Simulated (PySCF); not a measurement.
Consider C2H7N2PSi.

The calculation's input:

```
{"job": {"kind": "nmr", "xc": "PBE0", "basis": "pcSseg-1"}, "charge": 0, "multiplicity": 1}
N      3.343525     0.088232     0.242251
C      2.193250     0.374560    -0.183583
C      0.976814    -0.424248    -0.013498
N     -0.101718    -0.081119    -0.567932
Si    -1.727250    -0.603071    -0.579031
P     -2.846125     0.887636     0.686143
H      3.400790    -0.792177     0.757303
H      2.080279     1.297730    -0.742495
H      1.086133    -1.328304     0.601674
H     -2.111306    -0.435329    -1.975511
H     -2.064081    -1.927349    -0.042054
H     -1.922916     0.934723     1.716710
H     -2.311783     2.009203     0.082294
```

Run with:

```sh
OMP_NUM_THREADS=1 python probes_run.py task.json out
```

Geometry: GFN2-xTB.

Method: PBE0/pcSseg-1, SCF density, gas phase, non-relativistic (PySCF).

> What can the converged electron density and electron localisation function tell about the bonding?

C–N (1.26 Å): ρ at the midpoint is about 2.9 e/Å³; the ELF peaks at about 0.90 between the atoms: a multiple bond.
C–C (1.47 Å): the density is about 1.9 e/Å³ at the midpoint; the ELF peaks at about 0.95 between the atoms, as expected for localised, covalent bonding.
Si–N (1.71 Å): the density is about 1.1 e/Å³ at the midpoint; the ELF peaks at about 0.90 between the atoms, as expected for a polar covalent bond.
N–H (1.02 Å): ρ at the midpoint is about 2.8 e/Å³; the ELF climbs to about 1 towards the hydrogen, as it does in any bond to H: an ordinary covalent bond to hydrogen.

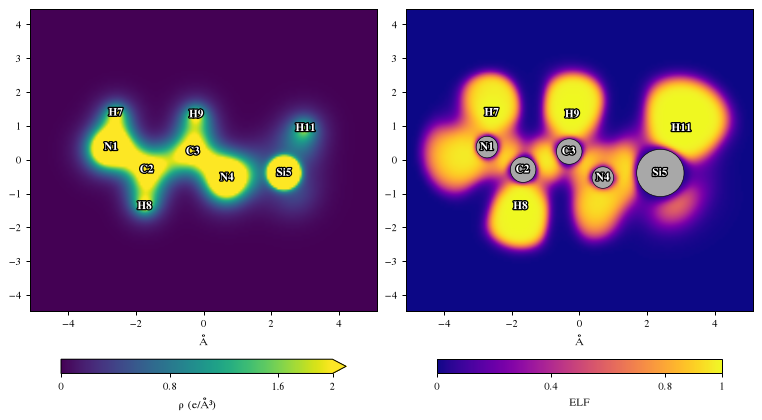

Computed electron density and electron localisation function on the plane of atoms C2, N1 and H7, in this order. Grey discs cover the atomic cores in the ELF map. 
